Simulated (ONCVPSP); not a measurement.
# Mo: two inputs for an ONCV potential, part 2 of 2

Aim: run the settings below and read what the generator makes of them, then set beside them a closely related input and test what it gives.

ONCVPSP 4.0.1. Earlier steps stand in the parts before.

## (6) Does it scatter like the atom?

Taken from the files of the generation run. The phase is arctan(r·R′/R) of the radial function R, unwrapped, with energies in Ha. A pole is an energy at which the radial function vanishes at the test radius. The pseudo phase is shifted by a multiple of π to meet the all-electron one at the reference energy. Levels narrower than the energy grid can be missing from the poles. The last column is the largest difference on the grid between −0.5 and +0.5 Ha.

| channel | radius (bohr) | reference (Ha) | poles AE | poles PS | window around the reference with phases within 0.05 rad (Ha) | largest difference near zero (rad) |
| --- | --- | --- | --- | --- | --- | --- |
| s | 1.47 | -2.29 | -0.95 | -0.95 | below 3.9 | 0.000 |
| p3/2 | 1.47 | -1.31 | 0.48 | 0.48 | below 4.8 | 0.000 |
| p1/2 | 1.47 | -1.41 | 0.26 | 0.26 | below 4.7 | 0.000 |
| d5/2 | 2.13 | -0.09 | 0.56 | 0.56 | the whole range | 0.000 |
| d3/2 | 2.13 | -0.10 | 0.54 | 0.54 | the whole range | 0.000 |

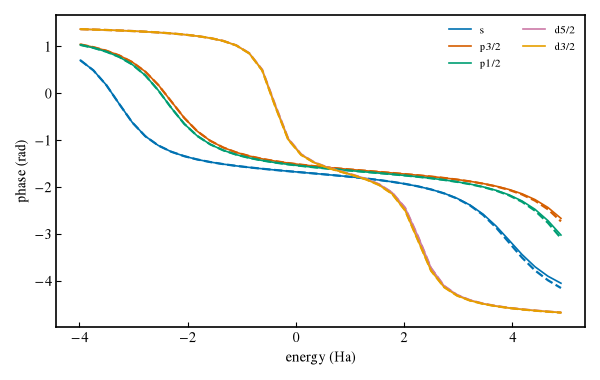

Phases by channel: all-electron solid, pseudo dashed.

## (7) Plane-wave cutoff and ghosts

From the same output: the cutoffs (Ha) at which the residual kinetic energy of the hardest occupied pseudo-wave falls to 1 and 0.1 mHa per electron are 28 Ha and 34 Ha.

The program's own ghost test: no bound ghost flagged; GHOST(+) flagged for s at 148.2 eV.

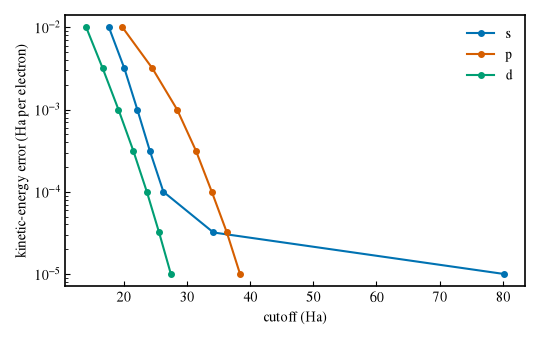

Convergence profile of the first projector's wave in each channel.

## (8) What came out

This closing draws on all 2 parts.

```
                                                quantity                                                                        value
                                             first input  failed: ERROR pspot: first pseudo wave function has node, program will stop
                                            second input                                                                    generated
  cutoffs for 1 and 0.1 mHa per electron, occupied waves                                                              28 Ha and 34 Ha
                                            bound ghosts                                                                   none found
                                          GHOST(+) flags                                                                  s at 148 eV
                            largest test error (AE − PS)                                  -0.9 meV, for 4s2 4p6 4d4 (1 test unsolved)
largest phase difference near zero energy, channels read                                                                    0.000 rad
 rms error of d²Exc/dn², without and with the model core                                                            9.03 and 3.79 mHa
```

**Reading.** The change is enough to let the generator finish; it is one cure of several. The worst unpolarised test, 4s2 4p6 4d4, is off by 0.9 meV on 22.1 eV; by total energies transferability rates as very good where solved. Of the tests 1 gave no usable energy difference, which is a warning in itself. By its cutoff, 28 Ha for the looser tolerance, it is of middling hardness. At the looser tolerance the 4p wave is the slowest; 4s needs 22 Ha. No bound ghost shows below the valence levels. Near zero energy the phases of the channels with partial waves agree within 0.001 rad. The program also flags highly localised states, GHOST(+) (s). All of this concerns the isolated atom, not yet a solid.
